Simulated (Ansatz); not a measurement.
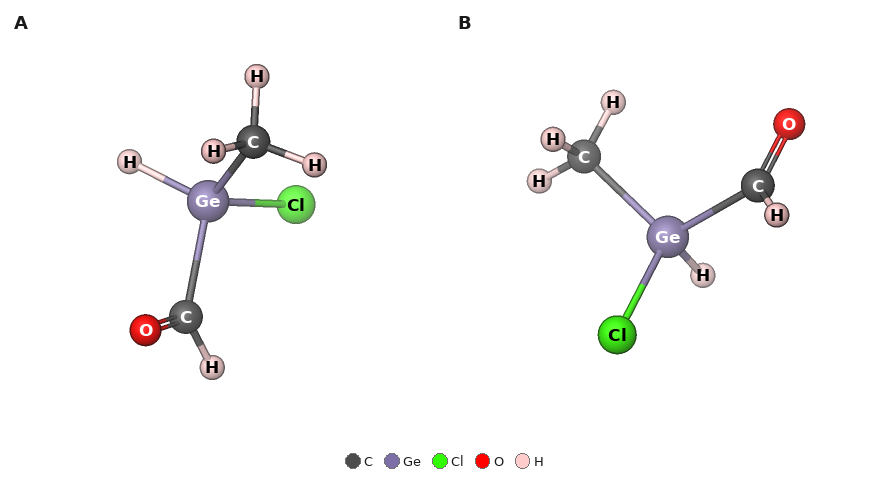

Atoms fade into the background with distance from the viewer. The computed structure is the end point of a PBE-D4/def2-SVP optimisation. No frequency run is at hand to confirm it as a minimum.

### How are A and B related: the same structure turned, mirror images, conformers, diastereomers or constitutional isomers?

They are enantiomers, mirror images that no rotation superimposes: A is [CH3][Ge@@H]([Cl])[CH]=O (), B is [CH3][Ge@H]([Cl])[CH]=O (). Their energies are equal.
